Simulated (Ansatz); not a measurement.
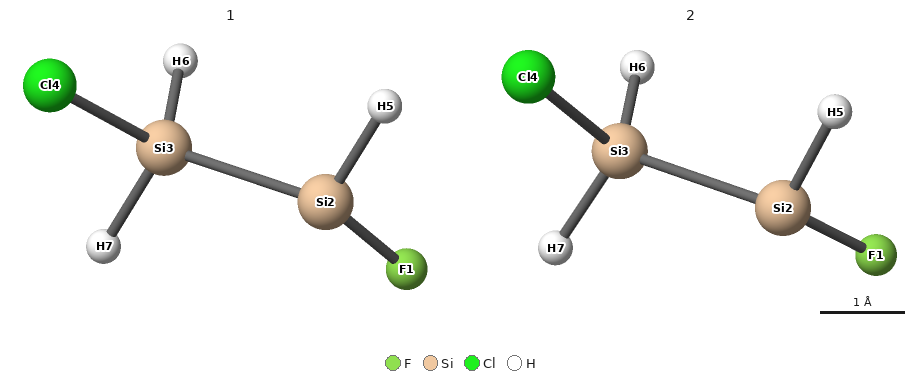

Two geometries of Si2H3ClF (multiplicity 2) (coarse preliminary run), drawn at one scale. One is the start of a relaxation, the other its converged end. The picture is a ball-and-stick view, seen from a free direction.

All numbers below come from UKS PBE-D4/def2-SVP (Ansatz 0.2.0). Set-up: force threshold 0.03 eV/Å; at most 200 steps.

Which of the two is the end point?

Structure 2 is the relaxed one. The start comes from a force field. Over 9 geometry steps the energy falls by 14.7 kJ/mol. Largest force component: 1.7 eV/Å at the start, 0.018 eV/Å at the end. The largest move after the best rigid fit is that of Cl4, 0.28 Å. Largest moves by element: Cl 0.28 Å, H 0.21 Å, F 0.20 Å, Si 0.13 Å. Some distances before and after: Si2–Si3 2.280 → 2.358 Å, Si3–Cl4 2.036 → 2.093 Å, Si3–H7 1.543 → 1.502 Å, Si2–H5 1.481 → 1.514 Å. Bond angles that change, for instance: Si2–Si3–Cl4 113.7° → 102.4°, Cl4–Si3–H7 103.9° → 109.3°, F1–Si2–H5 110.8° → 107.7°. The run took of the order of 70 core-seconds on a shared host.
